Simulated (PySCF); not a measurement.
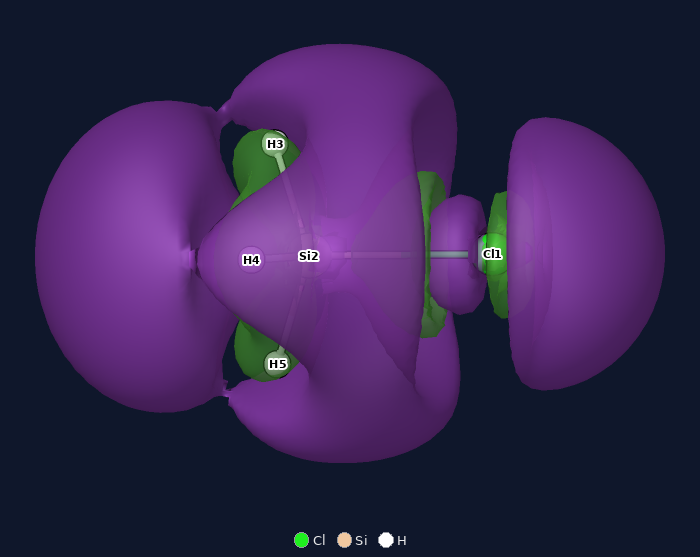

ClH3Si, SMILES `Cl[SiH3]`. Fukui function f⁺ = ρ(N+1) − ρ(N) at fixed geometry, surfaces at ±0.008 e/Å³ (purple positive, green negative).

Level of theory: B3LYP/def2-TZVP (PySCF), at a geometry from GFN2-xTB. No frequency check shows the geometry to be a minimum. GFN2-xTB bond lengths at metals and heavier atoms can be off by up to 0.1 Å and shapes distorted, which carries into these values.

On which atoms does the density change most on addition of an electron?

f⁺ (Hirshfeld-condensed) is largest on Si2 (0.45) and Cl1 (0.26); the vertical electron affinity is −1.81 eV (the stability of the anion's solution wasn't checked; negative, but this basis has no diffuse functions, so it doesn't show that the anion is unbound). Condensed values hint at sites of nucleophilic attack but needn't mark the atom that reacts. Orbital relaxation makes it negative in places (0.11 e in all).

| atom | f⁺ | charge |
| --- | --- | --- |
| Cl1 | +0.26 | −0.11 |
| Si2 | +0.45 | +0.34 |
| H3 | +0.10 | −0.08 |
| H4 | +0.10 | −0.08 |
| H5 | +0.10 | −0.08 |

The PySCF run took 97 s on 1 thread of Arm Neoverse V1, with other jobs on the host, peak memory 0.46 GiB.
